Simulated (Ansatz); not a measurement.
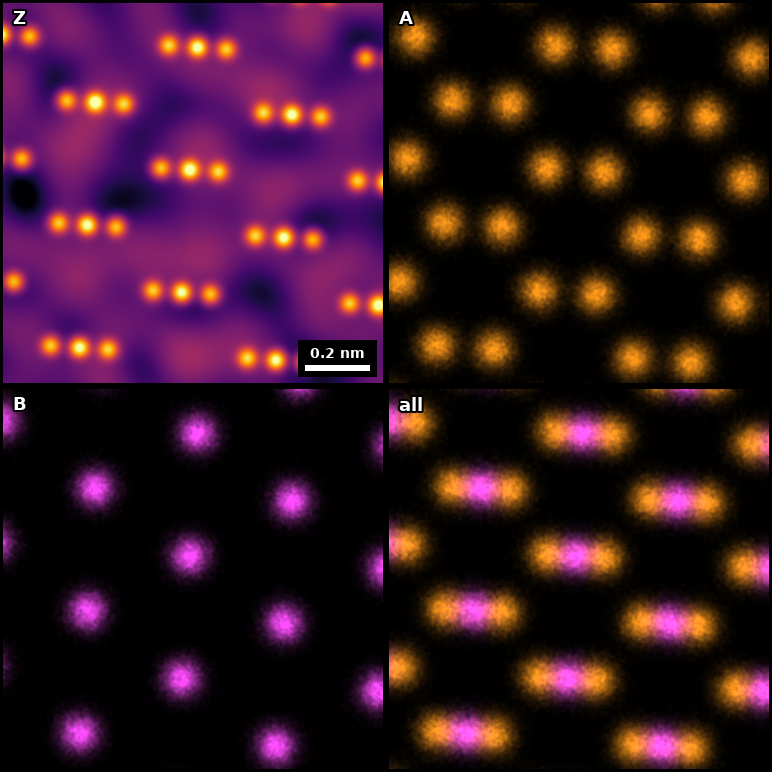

Si2Cl (R-3m, No. 166) along [211]. Panel Z: The image is simulated as a sum over atoms of Z^1.6, blurred by a 0.50 Å probe (no channelling). The display is stretched by a gamma of 0.65; percentages refer to the linear signal. The speckle of an amorphous layer was added. The other panels are simulated element maps (the number of atoms of one element along the beam, blurred by 0.9 Å, with counting noise; each on its own scale, no channelling); the last overlays them. Atomic positions: coordinates from a relaxation with DFT PBE, scalar-relativistic, plane waves, PAW in Ansatz 0.2.0; the starting structure was generated, so it need not be a known form of this composition.

```
Si Cl
1.0
     3.88078    0.00000    0.00000
    -1.94039    3.36086    0.00000
     0.00000    0.00000   16.50110
Si Cl
6 3
Direct
  0.33333 0.66667 0.81244
  0.00000 0.00000 0.85422
  0.00000 0.00000 0.14578
  0.66667 0.33333 0.18756
  0.66667 0.33333 0.47911
  0.33333 0.66667 0.52089
  0.00000 0.00000 0.00000
  0.66667 0.33333 0.33333
  0.33333 0.66667 0.66667
```

Which element does each lettered map show?

A: Si, B: Cl. The projected cell (3.67 × 3.67 Å, 116°) holds 3 columns: 2 of Si and 1 of Cl. No column is shared by two of the mapped elements.
